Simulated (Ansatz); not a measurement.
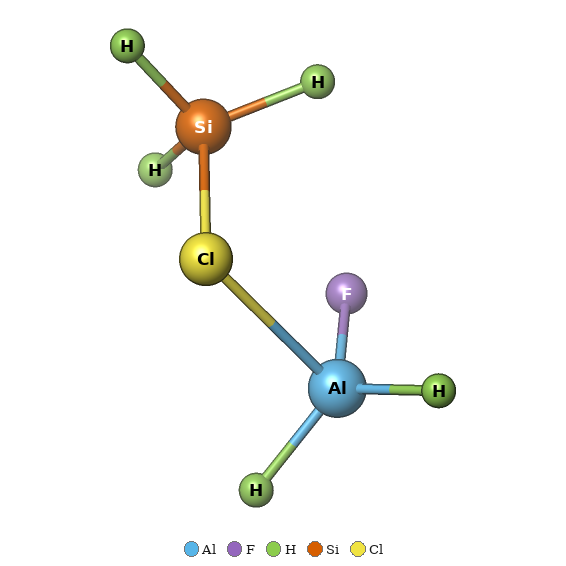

Depth is shown by fading: the farther an atom, the more it takes the colour of the background. The computed structure is the end point of a PBE0-D4/def2-TZVP optimisation.

Which symmetry elements does this geometry have?

Answer. It has 1 mirror plane, so the point group is Cs. The group has 2 operations. The geometry is achiral, and symmetry allows a dipole moment.
